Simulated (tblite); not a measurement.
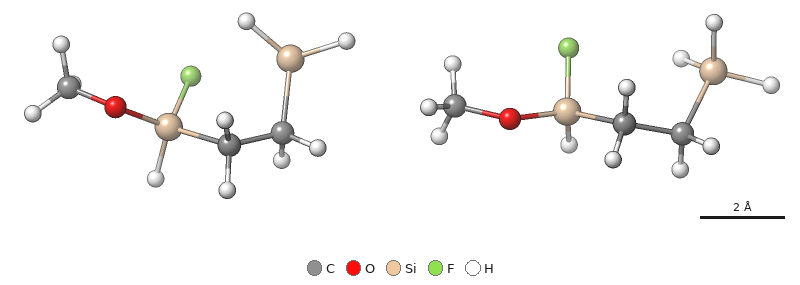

Two geometries of C$_{3}$H$_{11}$FOSi$_{2}$, drawn at one scale. One is the start of a relaxation, the other its converged end. Style: ball-and-stick. Shown at a tilt.

The calculation used tblite, GFN2-xTB geometry optimisation, gas phase. 

Which one is relaxed?

The right one is the relaxed one. After 257 geometry steps the energy has fallen by 19.9 kcal/mol. The atom that moves furthest after the best rigid fit is an H atom (1.76 Å). Largest moves by element: H 1.76 Å, F 0.93 Å, Si 0.65 Å, C 0.55 Å, O 0.42 Å. Near-neighbour distances that change, for instance: F–Si 2.573 → 3.507 Å, Si–Si 3.331 → 3.626 Å, O–Si 1.703 → 1.614 Å, F–Si 1.680 → 1.621 Å. Among the angles between lasting bonds that change: C–O–Si 113.5° → 128.9°, C–Si–H 105.7° → 117.3°, F–Si–H 110.7° → 102.2°. Groups turn about C–Si by about 50°, C–Si by about 50°, C–O by about 45°. Cost: 3.2 s on 1 thread of Arm Neoverse N1 (shared host).
